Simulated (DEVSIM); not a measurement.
Structure: abrupt In0.53Ga0.47As p-n junction, at 300 K.

```tsv
layer (left to right)	material	thickness (μm)	Nd (cm⁻³)	Na (cm⁻³)	τn (s)	τp (s)
1	In0.53Ga0.47As	17.0	-	1.6e15	6.1e-10	6.1e-10
2	In0.53Ga0.47As	1.50	2.7e16	-	6.1e-10	6.1e-10
```

Left contact: ohmic. Right contact: ohmic. Voltage is applied to the left contact. Recombination: SRH at mid-gap, radiative, Auger. Mobility is μmin + (μ − μmin)/(1 + (N/Nref)^α).

This is a model device: material constants are rounded textbook-type values typed into the input, and sizes, dopings and lifetimes were drawn at random. Values at 300 K.

| parameter | In0.53Ga0.47As |
|---|---|
| gap (eV) | 0.74 |
| affinity (eV) | 4.51 |
| permittivity | 13.9 |
| Nc (cm⁻³) | 2.1e17 |
| Nv (cm⁻³) | 7.7e18 |
| μn (cm²/Vs) | 12000 |
| μp (cm²/Vs) | 300 |
| μn,min | 300 |
| μp,min | 10 |
| Nref,n | 1.3e17 |
| Nref,p | 4.9e17 |
| αn | 0.48 |
| αp | 0.4 |
| B (cm³/s) | 9.6e-11 |
| Cn (cm⁶/s) | 5e-29 |
| Cp (cm⁶/s) | 5e-29 |

DEVSIM, 1D drift-diffusion, Boltzmann statistics, complete ionisation; no tunnelling, impact ionisation, image-force lowering or self-heating.

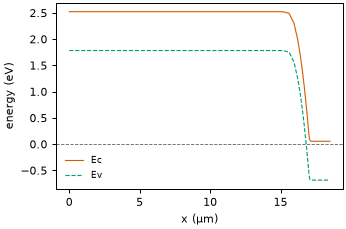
Figure: Band edges at -2.0 V on the left contact

Energies count from the Fermi level of the right contact; mesh points crowd at the junctions.

```tsv
x (μm)	Ec (eV)	Ev (eV)	n (cm⁻³)	p (cm⁻³)	field (V/cm)
0.000	2.521	1.781	3.7e8	1.6e15	≈ 0
0.03026	2.521	1.781	3.7e8	1.6e15	≈ 0
0.1037	2.521	1.781	3.7e8	1.6e15	≈ 0
0.2642	2.521	1.781	3.7e8	1.6e15	≈ 0
0.8411	2.521	1.781	3.7e8	1.6e15	≈ 0
1.929	2.521	1.781	3.7e8	1.6e15	≈ 0
4.384	2.521	1.781	3.5e8	1.6e15	≈ 0
11.35	2.521	1.781	2.4e8	1.6e15	≈ 0
14.61	2.521	1.781	7.5e7	1.6e15	≈ 0
15.96	2.298	1.558	5.6e7	3.2e11	-9100
16.55	1.389	0.649	1.8e8	4.8e9	-21000
16.87	0.607	-0.133	2.2e8	9.5e8	-28000
16.95	0.353	-0.387	2.5e11	2.0e8	-30000
16.99	0.231	-0.509	2.7e13	1.5e7	-31000
17.03	0.133	-0.607	1.2e15	1300000	-20000
17.10	0.063	-0.677	1.8e16	1400000	-3500
17.25	0.053	-0.687	2.7e16	5500000	-16
17.58	0.053	-0.687	2.7e16	1.3e7	≈ 0
18.17	0.053	-0.687	2.7e16	2.0e7	≈ 0
18.37	0.053	-0.687	2.7e16	2.1e7	≈ 0
18.45	0.053	-0.687	2.7e16	2.2e7	≈ 0
18.50	0.053	-0.687	2.7e16	2.2e7	≈ 0
```
